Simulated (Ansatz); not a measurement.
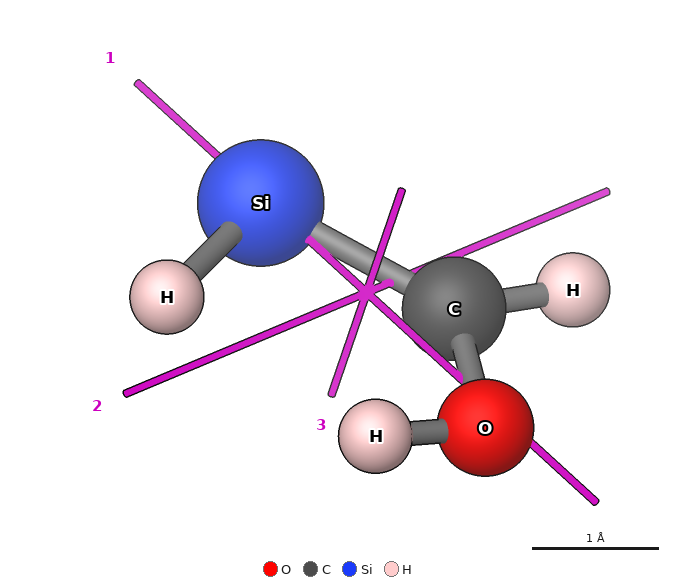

The three principal axes of inertia are drawn and numbered. Distant atoms are faded towards the background colour. State: charge −1, singlet. Computed geometry: PBE-D4/def2-SVPD optimisation. No frequency run is at hand to confirm it as a minimum. Masses are those of the most abundant isotopes; constants are for the rigid equilibrium geometry.

### Which line is the a axis (least moment of inertia), which b and which c?

a is line 1, b is line 2, c is line 3; the moments are 10.9, 91.4, 102 u Å².

### Classify the rotor and give the rotational constants (GHz).

An asymmetric top (Cs): A = 46.6, B = 5.53, C = 4.94 GHz. Ray's parameter κ is −0.97, close to the prolate limit.
